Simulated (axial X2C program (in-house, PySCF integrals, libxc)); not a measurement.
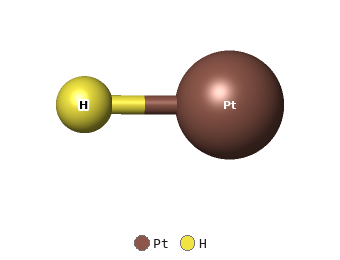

Fig. 1: The molecule at the reference distance of 1.534 Å.

# PtH⁺: relativistic diatomic calculation

System: PtH⁺, single determinant with Ω = 3.
Method: HF, two-component X2C with atomic mean-field Coulomb and Gaunt terms, Pt dyall-cv3z, H dyall-v3z (cores contracted) (axial X2C program (in-house, PySCF integrals, libxc)).

**The input**
```
{"zs": [78, 1], "q": 1, "bas": ["dyall-cv3z", "dyall-v3z"], "levels": ["PBE0", "HF", "BLYP"], "cc": true, "r0": 1.55, "thr": -2.0, "nmax": 90, "npts": 10, "nst": 2, "ntry": 6}
```

The line is the task of a batch: nuclear charges, charge, bases, the levels to run, a first guess of the distance and further settings. This report covers HF with spin-orbit coupling. The log is that of the reference distance 1.534 Å.

The run was one of a batch that the task file lists, launched with:
```bash
python <driver script> task.json out
```

**The program's output**
```
two-component X2C + atomic mean field  HF
basis functions 195  fitting functions 954  grid points 5069
iter        total energy     max residual
   1     -18412.095214888     1.10e+00
   2     -18412.130551755     1.63e-02
   3     -18412.131854837     7.39e-02
   4     -18412.132754109     1.55e-02
   5     -18412.132923298     4.68e-03
   6     -18412.133023653     9.38e-03
   7     -18412.133059330     3.58e-03
   8     -18412.133083527     1.48e-03
   9     -18412.133093561     2.29e-03
  10     -18412.133096517     8.67e-04
  11     -18412.133097054     6.20e-05
  12     -18412.133097120     9.67e-05
  13     -18412.133097129     3.79e-05
  14     -18412.133097131     3.78e-06
  15     -18412.133097131     8.87e-06
  16     -18412.133097131     3.22e-06
  17     -18412.133097131     9.00e-07
converged
one-electron -25260.18394397  Coulomb 7193.93079045  exact exchange -355.89636228  xc functional 0.00000000  nuclear repulsion 26.90731581  atomic mean-field constant -16.89089714
correlated 10  virtual 224  natural virtual 90  E(MP2) -0.293591338  MP2 remainder -0.009530369
iter   CCSD correlation   residual
   1     -0.273879627   9.32e-02
   2     -0.279771925   3.95e-02
   3     -0.281554753   2.08e-02
   4     -0.281762258   8.30e-03
   5     -0.281912074   3.78e-03
   6     -0.281941759   1.48e-03
   7     -0.281945102   4.68e-04
   8     -0.281948833   1.97e-04
   9     -0.281947159   1.03e-04
  10     -0.281947577   5.68e-05
  11     -0.281947541   2.98e-05
  12     -0.281947951   1.50e-05
  13     -0.281948008   6.06e-06
  14     -0.281947992   2.75e-06
(T) -0.011094432828387223  T1 0.0374  D1 0.0916  max T2 0.046
```

**The points of the curve**

| R (Å) | E (hartree) | dipole (D; origin at the first atom, positive when the second is positive) | highest filled (eV) | lowest empty (eV) |
| --- | --- | --- | --- | --- |
| 1.396 | −18412.123206 | −1.10 | −18.24 | −6.98 |
| 1.442 | −18412.128801 | −1.12 | −18.25 | −6.95 |
| 1.488 | −18412.131940 | −1.14 | −18.25 | −6.92 |
| 1.534 | −18412.133097 | −1.15 | −18.23 | −6.89 |
| 1.588 | −18412.132441 | −1.15 | −18.17 | −6.85 |
| 1.641 | −18412.130087 | −1.15 | −18.08 | −6.82 |

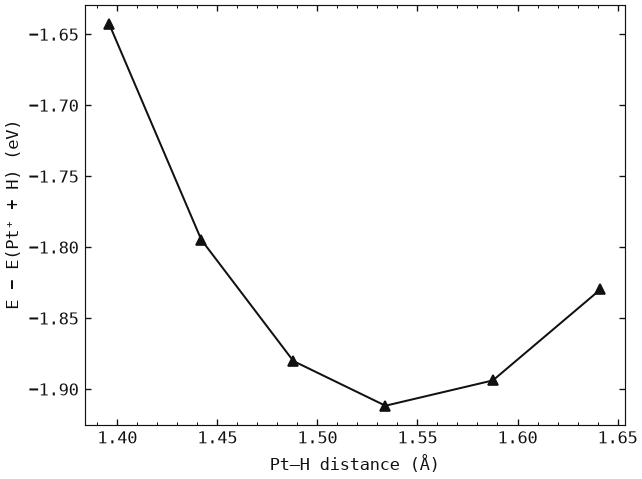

Fig. 2: Energy at 6 bond lengths, for one set of occupations held fixed; the line joins the points. A polynomial of degree 4 through 6 points gives rₑ = 1.543 Å, ωₑ = 2313 cm⁻¹, ωₑxₑ = 36 cm⁻¹ and Bₑ = 7.064 cm⁻¹. The minimum lies 1.91 eV below Pt⁺ + H, each computed as one determinant at the same level.

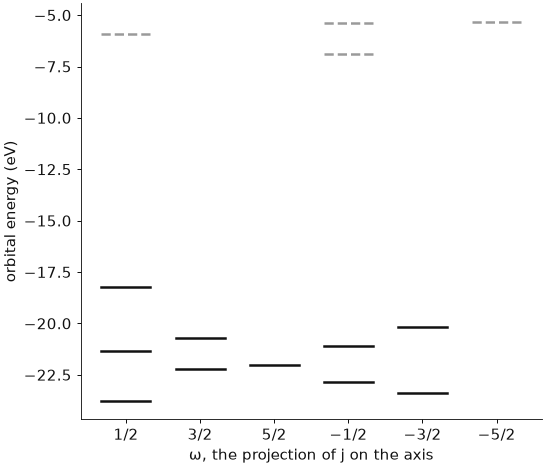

Fig. 3: Orbital energies near the frontier at 1.53 Å, filled (solid) and empty (dashed). The highest filled spinor (1/2; 52 % Pt s, 32 % H s) lies at −18.23 eV, the lowest empty one (−1/2; 57 % Pt s, 32 % Pt d) at −6.89 eV.

**Key numbers**

- outcome: converged
- bond length rₑ: 1.543 Å
- ωₑ: 2313 cm⁻¹
- energy at the minimum: −18412.13313 hartree
- depth below the fragments: 1.91 eV
- hardware: 1 thread of INTEL XEON PLATINUM @ 2.30GHz (Emerald Rapids), 24 GiB of memory available, shared host
- wall time: 4.8 s
- peak memory: 0.64 GiB

**Notes**

Hartree–Fock lacks correlation, so it usually binds too weakly. Caveats: 6 of the 10 points asked for were kept.
